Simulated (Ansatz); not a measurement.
```yaml
atoms:
  - { symbol: C, position_ang: [-0.0057, -0.0250, -0.0057] }
  - { symbol: N, position_ang: [0.2500, 1.0529, 0.2532] }
  - { symbol: H, position_ang: [-0.2444, -1.0279, -0.2475] }
```

Not at a stationary point (largest force 1.5 eV/Å).

Theory: SCF r2SCAN0, Gaussian basis (Ansatz 0.2.0).

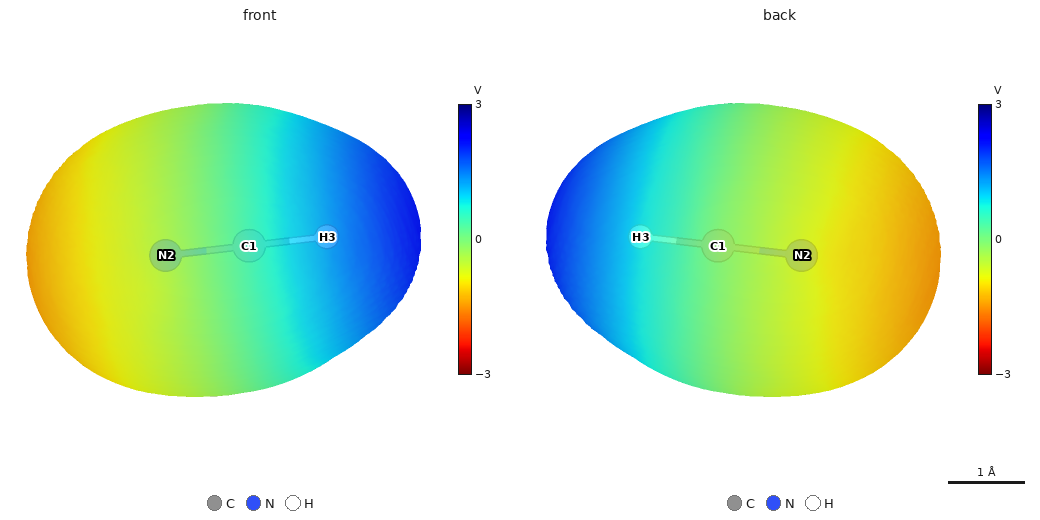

HCN. The molecular electrostatic potential painted on the density surface at 0.001 e/bohr³, seen from the front and from behind; the colour scale runs from red (negative) to blue (positive).

Describe the electrostatic potential map.

The most negative region (about −1.5 V) lies over N2, the most positive (about +2.1 V) over H3. N2 is the likeliest acceptor of a hydrogen bond.
